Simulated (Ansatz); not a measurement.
All values below come from PBE (plane waves to 420 eV, PAW; Ansatz, a program for electronic structure).

Host crystal: wurtzite AlN, with a band gap (PBE, scalar-relativistic without spin-orbit coupling).

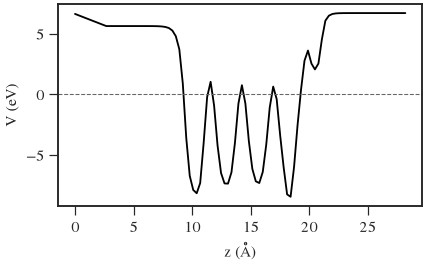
*Electrostatic potential energy of an electron, averaged over planes parallel to the surface, in eV from the highest filled level, for OH on the 1x1 (10-10) surface of wurtzite AlN (cut with top plane Al + N), one in a 1x1 cell, started at the site 'top Al'*

Slab: 18 atoms, 8.9 Å thick at the start under the adsorbate (thin: gaps and levels are the slab's own); k 6x4x1, smearing 0.01 eV, dipole-corrected; 8 atoms held, the rest relaxed; no symmetry held; spin-polarised, ending with about 1.0 μB a cell; orders that need a larger cell were not tried, no spin-orbit, no U, no dispersion correction. At the end it is bonded to Al. In PBE it is, or lies within 0.03 eV of, the lowest of the starts that converged.

Question: The surface cell has an area of 15.71 Å². What dipole along the normal does the step between the two vacuum levels imply?

Answer: the top vacuum level lies 1.07 eV above the bottom one; p = −ε₀ A ΔV (ε₀ = 0.005526 e/(V·Å)) gives -0.09 e·Å a cell.
